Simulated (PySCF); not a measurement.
| atom | x (Å) | y (Å) | z (Å) |
| --- | --- | --- | --- |
| C | 2.2915 | -0.0124 | -0.8286 |
| Si | 0.9325 | 0.2655 | 0.4901 |
| B | -0.3963 | 1.6659 | 0.1343 |
| N | -1.6520 | 1.1040 | -0.0931 |
| Si | -1.9526 | -0.6292 | -0.0655 |
| C | -0.2491 | -1.2711 | 0.4392 |
| H | 2.8469 | -0.9267 | -0.6437 |
| H | 1.8674 | -0.0787 | -1.8271 |
| H | 3.0028 | 0.8078 | -0.8292 |
| H | 1.6367 | 0.2185 | 1.7990 |
| H | -0.2817 | 2.8359 | 0.0919 |
| H | -2.4433 | 1.6981 | -0.2936 |
| H | -2.3905 | -1.0214 | -1.4123 |
| H | -3.0313 | -0.8644 | 0.9035 |
| H | 0.1086 | -2.0332 | -0.2498 |
| H | -0.2971 | -1.7498 | 1.4149 |

Geometry: GFN2-xTB.

Theory: PySCF 2.14.0, CAM-B3LYP/def2-SVPD, SCF density, gas phase.

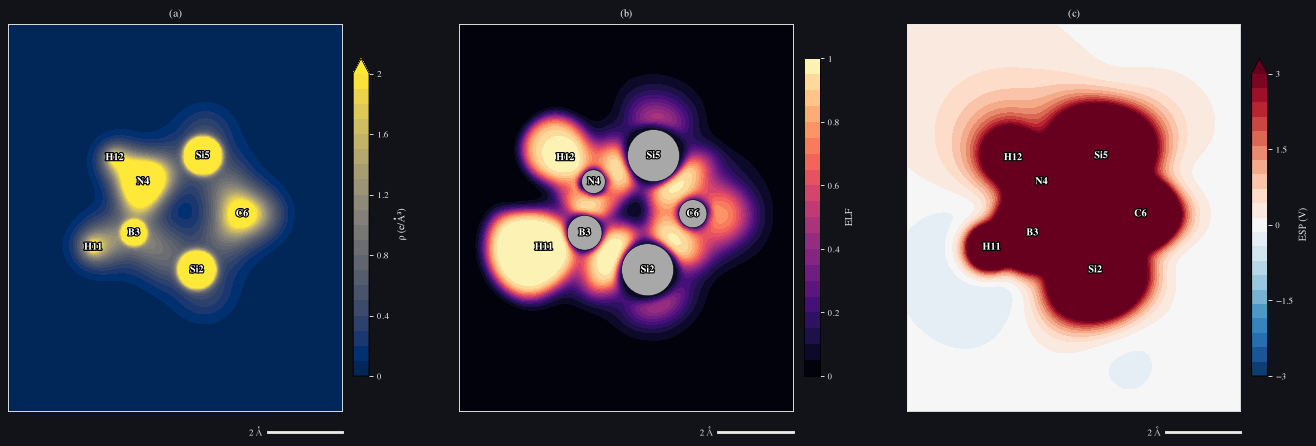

C2H10BNSi2. (a) total electron density; (b) electron localisation function; (c) molecular electrostatic potential on the plane of atoms B3, N4 and Si5. Grey discs cover the atomic cores in the ELF map.

### Describe what can be read from this map.

The plane passes through Si, B, N, C and H nuclei.
B–N (1.39 Å): ρ at the midpoint is about 1.9 e/Å³; the ELF peaks at about 0.95 between the atoms (a short, strongly polar bond).
Si–N (1.76 Å): ρ at the midpoint is about 1 e/Å³; the ELF peaks at about 0.95 between the atoms: a polar covalent bond.
C–Si (1.89 Å): the density is about 0.94 e/Å³ at the midpoint; the ELF peaks at about 0.95 between the atoms (localised, covalent bonding).
Si–B (1.96 Å): ρ at the midpoint is about 0.87 e/Å³; the ELF peaks at about 1 between the atoms: localised, covalent bonding.
N–H (1.01 Å): ρ is about 2.8 e/Å³ halfway; the ELF climbs to about 1 towards the hydrogen, as it does in any bond to H: an ordinary covalent bond to hydrogen.
Outside the dense part of the molecule the potential is most negative (−0.3 V) near H11.
